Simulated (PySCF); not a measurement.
# CH$_{3}$BCl$_{2}$O (SMILES COB(Cl)Cl): what the fields show

```tsv
atom	x (Å)	y (Å)	z (Å)
B	0.3208	1.0422	0.6900
Cl	2.0396	0.6321	0.6632
Cl	-0.1976	2.4895	1.5374
O	-0.6032	0.2964	0.0892
C	-0.3863	-0.8983	-0.6239
H	-0.9184	-0.8316	-1.5831
H	-0.8004	-1.7404	-0.0496
H	0.6837	-1.0757	-0.8069
```

Geometry: PBE0-D3(BJ)/def2-SVP.

Computed with PBE0/pcSseg-1, SCF density, gas phase, non-relativistic in PySCF.

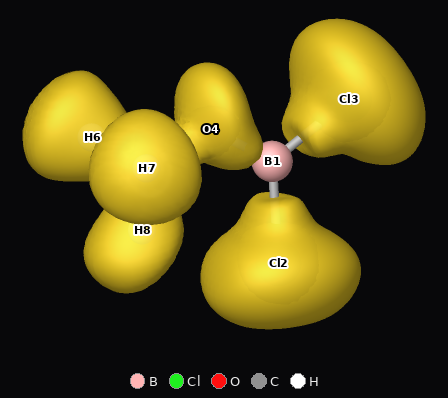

Figure 1. Isosurface of the electron localisation function at 0.75 (yellow), seen at a tilt. Core shells and regions of very low density are left out.

### What do the ELF domains correspond to?

At this value the surface marks out three regions around hydrogen nuclei, two regions on Cl in which the atom's valence shell and bonds are merged and one region on O in which the atom's valence shell and bonds are merged. Along the contacts the grid gives the following. B–O (1.33 Å): the ELF peaks at about 0.90 between the atoms; a polar covalent bond. C–O (1.41 Å): the ELF peaks at about 0.90 between the atoms: a polar covalent bond.

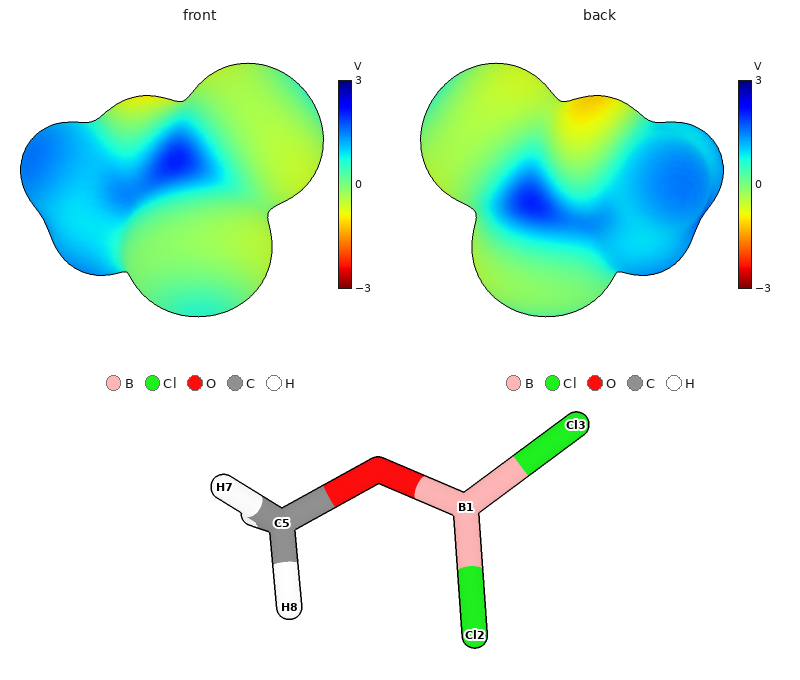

Figure 2. The electrostatic potential painted on the density surface at 0.004 e/bohr³, seen from the front and from behind; red is negative and blue positive. The bare structure is drawn below in the same view.

### Where is the surface potential most negative and most positive?

The most negative region (about −1.1 V) lies over O4, the most positive (about +2.0 V) over B1. Cl2 shows a σ-hole: about +0.6 V at the tip opposite its bond, against about 0.0 V on its flanks. Cl3 shows a σ-hole: about +0.4 V at the tip opposite its bond, against about −0.4 V on its flanks. O4 is the likeliest acceptor of a hydrogen bond.

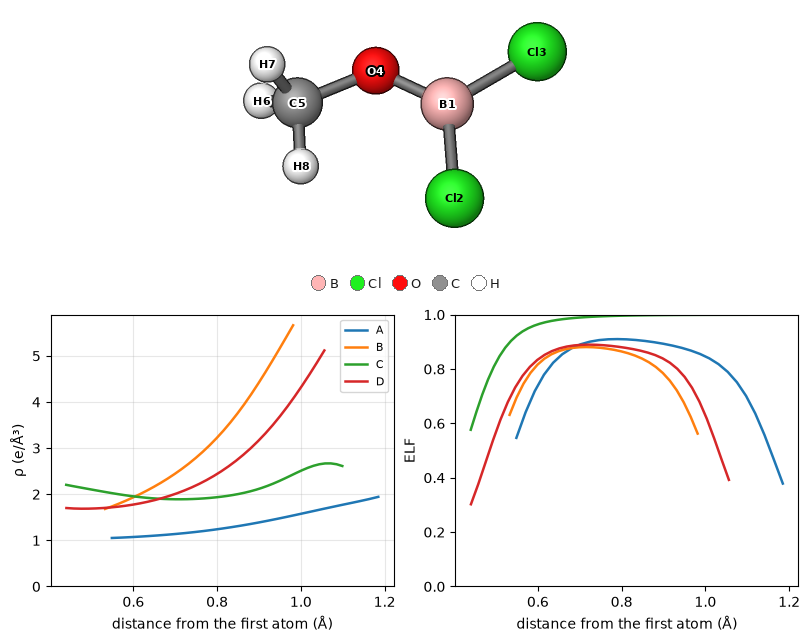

Figure 3. Electron density and electron localisation function along straight lines between neighbouring atoms. The curves leave out the atomic cores. The structure is drawn too.

### Which curve belongs to which contact (B–Cl, B–O, C–H and C–O)? The first atom named is at distance zero.

Curve A: B–Cl (1.76 Å): ρ at the midpoint is about 1.4 e/Å³; the ELF peaks at about 0.90 between the atoms: a shared but strongly polarised pair. Curve B: B–O (1.33 Å): ρ at the midpoint is about 2.2 e/Å³; the ELF peaks at about 0.90 between the atoms (a polar covalent bond). Curve C: C–H (1.10 Å): ρ at the midpoint is about 2 e/Å³; the ELF climbs to about 1 towards the hydrogen, as it does in any bond to H: an ordinary covalent bond to hydrogen. Curve D: C–O (1.41 Å): ρ at the midpoint is about 2 e/Å³, with its minimum of 1.7 e/Å³ about 0.5 Å from C; the ELF peaks at about 0.90 between the atoms, as expected for a shared but strongly polarised pair.
